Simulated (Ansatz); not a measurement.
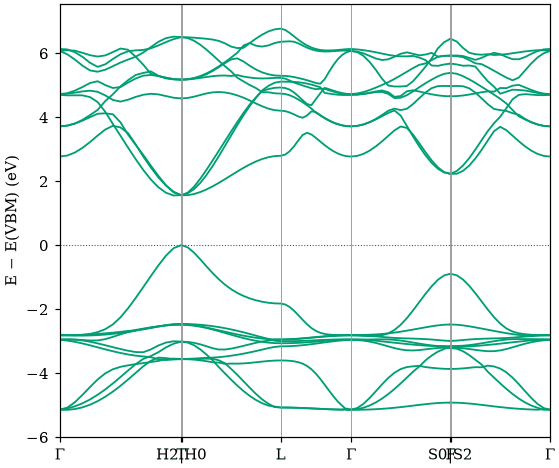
Figure: Band structure from LDA in the plane-wave PAW code Ansatz

The gap is 1.55 eV; an edge lies off the plotted path or next to a special point (maximum at T, minimum on the Γ–T line, 96 % of the way from Γ).

The material is CsPbCl3 in space group R32 (No. 155; Cs on 3b, Pb on 3a, Cl on 9e).

The workflow started from a Materials Project entry (that database holds measured and hypothetical structures alike); the Crystallography Open Database copy checked does not list it. COD files the formula under space group No. 221, so this cell is another polymorph or a model. Whether it is the stable phase at ambient conditions was not checked. The LDA relaxation kept the symmetry of its start; of distortions, only those at the zone centre were tested, and some modes there are weakly imaginary. Scalar-relativistic: spin–orbit coupling is off unless named, which matters more the heavier the elements.

Potentials: the later of the program's two PAW sets.
